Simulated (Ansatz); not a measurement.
Reaction (SMILES): FOF → F atom + [O]F (O-F)
B3LYP-D3(BJ)/def2-TZVP geometries, fixed; electronic energies without zero-point terms.
Largest species:
```
O
F 1 1.4020
F 1 1.4020 2 103.99
```

Basis-set convergence of the bond dissociation energy at B3LYP with Ansatz (an electronic-structure program). All functions are spherical. The program fits the integrals of some runs and decomposes those of others, by size. Open shells are unrestricted. No added dispersion term, no relativity. Functions are those of the species that has most. Reference: the value in aug-pcseg-3, 38.31 kcal/mol, itself unsure by roughly 0.11 kcal/mol (its mean distance from aug-cc-pVQZ, cc-pV5Z, def2-QZVPPD). Deviations are taken from unrounded values.

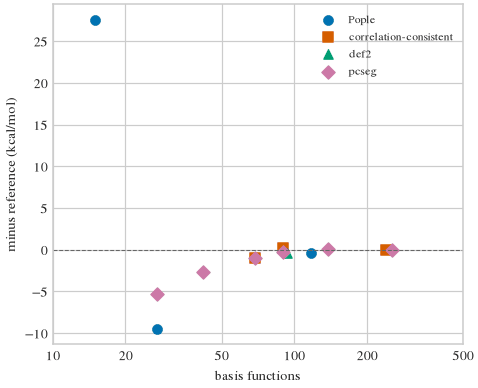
Figure: Deviation from the reference against the number of basis functions, by family of sets.

```json
[
 {"basis": "STO-3G", "functions": "15", "bond dissociation energy (kcal/mol)": "65.90", "minus reference (kcal/mol)": "27.58"},
 {"basis": "6-31G", "functions": "27", "bond dissociation energy (kcal/mol)": "28.82", "minus reference (kcal/mol)": "-9.50"},
 {"basis": "pcseg-0", "functions": "27", "bond dissociation energy (kcal/mol)": "32.99", "minus reference (kcal/mol)": "-5.33"},
 {"basis": "pcseg-1", "functions": "42", "bond dissociation energy (kcal/mol)": "35.71", "minus reference (kcal/mol)": "-2.61"},
 {"basis": "aug-cc-pVDZ", "functions": "69", "bond dissociation energy (kcal/mol)": "37.32", "minus reference (kcal/mol)": "-0.99"},
 {"basis": "aug-pcseg-1", "functions": "69", "bond dissociation energy (kcal/mol)": "37.30", "minus reference (kcal/mol)": "-1.01"},
 {"basis": "cc-pVTZ", "functions": "90", "bond dissociation energy (kcal/mol)": "38.50", "minus reference (kcal/mol)": "0.18"},
 {"basis": "pcseg-2", "functions": "90", "bond dissociation energy (kcal/mol)": "38.09", "minus reference (kcal/mol)": "-0.23"},
 {"basis": "def2-TZVPP", "functions": "93", "bond dissociation energy (kcal/mol)": "37.95", "minus reference (kcal/mol)": "-0.36"},
 {"basis": "6-311++G(3df,3pd)", "functions": "117", "bond dissociation energy (kcal/mol)": "37.88", "minus reference (kcal/mol)": "-0.43"},
 {"basis": "aug-pcseg-2", "functions": "138", "bond dissociation energy (kcal/mol)": "38.45", "minus reference (kcal/mol)": "0.13"},
 {"basis": "aug-cc-pVQZ", "functions": "240", "bond dissociation energy (kcal/mol)": "38.30", "minus reference (kcal/mol)": "-0.02"},
 {"basis": "aug-pcseg-3", "functions": "255", "bond dissociation energy (kcal/mol)": "38.31", "minus reference (kcal/mol)": "0.00"}
]
```
